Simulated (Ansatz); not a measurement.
# Run report: AlH2Cl3, frequency calculation

- system: AlH2Cl3
- method: RHF/def2-SVP (Ansatz 0.2.0)

It belongs to a series of runs on one base structure; here: vibrations at the highest image of the band. Figures and captions count atoms from 1; the log counts them from 0 in places.

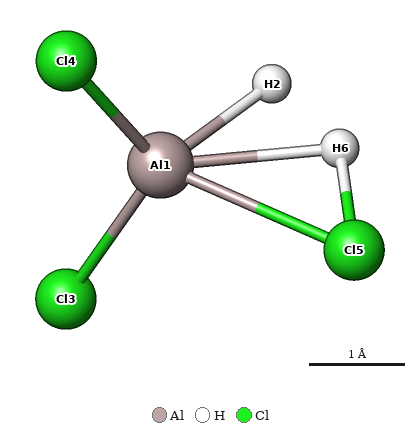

**Figure 1.** The input geometry (ball-and-stick view, seen at a tilt; atoms are numbered from 1 in the order of the input). Sticks mark near contacts. Bond lengths as drawn: Al–Cl 2.09 to 2.38 Å, Al–H 1.66 to 1.90 Å and Cl–H 1.48 Å.

Results in brief:

```tsv
quantity	value
outcome	converged
total energy	−44115.0312 eV
mean-field energy	−44115.0312 eV
largest force (length of the vector)	0.022 eV/Å
hardware	1 thread of Intel Xeon @ 2.60GHz (Ice Lake), 24 GiB of memory available, shared host
wall time	32 s
peak memory	0.18 GiB
```

Input:
```yaml
crystal:
  periodic: [false, false, false]
  atoms:
    - { symbol: Al, position_ang: [0.012814, -0.242361, -0.003485] }
    - { symbol: H, position_ang: [0.021967, 0.083255, 1.624778] }
    - { symbol: Cl, position_ang: [1.82062, 0.174968, -0.969305] }
    - { symbol: Cl, position_ang: [-1.833949, 0.086249, -0.929313] }
    - { symbol: Cl, position_ang: [0.076549, -2.394346, 1.006598] }
    - { symbol: H, position_ang: [0.051098, -1.088567, 1.698725] }
basis:
  gaussian: { orbitals: def2-SVP }
hamiltonian:
  xc: hf
phonons: {}
```

Launched with:
```bash
ansatz run input.yaml --threads 1 --pin off --max-ram 2048MiB --backend cpu --events-out ev --progress --plain --runs-dir out
```

What the program printed:
```
Engine: ansatz 0.2.0, x86_64-unknown-linux-gnu
Functional definition: HF
  exchange = exact_x
  correlation = 0
799 factors; integrals over basis functions are off by at most 3.1e-4 eV
mean field evaluation 1: about -44113.7489 eV, gradient 1.9e1 eV
mean field evaluation 2: about -44113.7532 eV, gradient 1.9e1 eV
mean field evaluation 4: about -44115.0206 eV, gradient 1.4e0 eV
mean field evaluation 8: about -44115.0312 eV, gradient 3.2e-4 eV
mean field -44115.03118231 eV, -1621.1974937079 hartree, gradient 1.9e-5 eV, S^2 0.000000; 0 other end points of the search recorded, 0 dependent functions left out
the calculation of the forces begins
reference -44115.03118231 eV, -1621.1974937079 hartree; 33, 33 occupied and 49, 49 virtual orbitals, 799 factors
these checks for a lower state are left out or cut short: stability, starts, cluster_reference, orbital_swaps, neighbouring_geometries, increment
799 factors; integrals over basis functions are off by at most 3.1e-4 eV
mean field evaluation 16: about -44115.0311 eV, gradient 1.2e-6 eV
mean field -44115.03108842 eV, -1621.1974902572 hartree, gradient 1.2e-6 eV, S^2 0.000000; 0 other end points of the search recorded, 0 dependent functions left out
[... from here on the field's lines of each further geometry are left out, up to the last ...]
the calculation of the forces begins
reference -44115.03113095 eV, -1621.1974918204 hartree; 33, 33 occupied and 49, 49 virtual orbitals, 799 factors
these checks for a lower state are left out or cut short: stability, starts, cluster_reference, orbital_swaps, neighbouring_geometries, increment
799 factors; integrals over basis functions are off by at most 3.0e-4 eV
mean field evaluation 224: about -44115.0312 eV, gradient 3.9e-5 eV
mean field -44115.03117888 eV, -1621.1974935817 hartree, gradient 9.6e-7 eV, S^2 0.000000; 0 other end points of the search recorded, 0 dependent functions left out
the calculation of the forces begins
reference -44115.03117888 eV, -1621.1974935817 hartree; 33, 33 occupied and 49, 49 virtual orbitals, 799 factors
WARN: phonons: modes at or below zero, which the zero-point energy, F, S and C_V leave out: 1, the lowest at -1406.57 cm⁻¹. A minimum has none, and a first-order saddle one
Total energy: -44115.03118231 eV, -1621.1974937079 hartree
Atom 0 at     0.012814    -0.242361    -0.003485 Å, force    -0.002089    -0.005538    -0.007971 eV/Å
Atom 1 at     0.021967     0.083255     1.624778 Å, force    -0.000245     0.011870     0.017712 eV/Å
Atom 2 at     1.820620     0.174968    -0.969305 Å, force     0.000427    -0.000945    -0.001916 eV/Å
Atom 3 at    -1.833949     0.086249    -0.929313 Å, force     0.001422    -0.001880    -0.001731 eV/Å
Atom 4 at     0.076549    -2.394346     1.006598 Å, force    -0.001522     0.015928     0.003499 eV/Å
Atom 5 at     0.051098    -1.088567     1.698725 Å, force     0.002007    -0.019434    -0.009593 eV/Å
Dipole moment:     0.007028    -0.093481     0.422495 e Å
Vibrations: -1406.57 114.77 143.25 206.53 389.56 469.65 487.87 639.02 1116.85 1190.84 1521.17 1895.40 cm⁻¹, zero-point energy 0.506780 eV
```

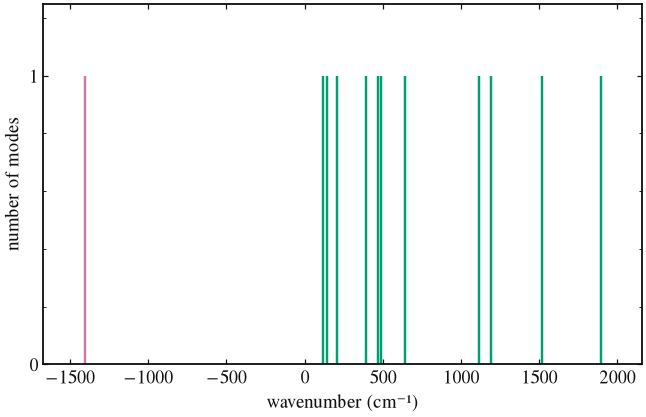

**Figure 2.** Harmonic vibrational wavenumbers from the force constants; neighbouring modes closer than 15 cm⁻¹ are counted in one stick, and imaginary ones are drawn at negative wavenumbers. 12 modes from 1407i to 1895 cm⁻¹, 1 imaginary beyond 8i (1407i cm⁻¹): a first-order saddle point, if the geometry is stationary.
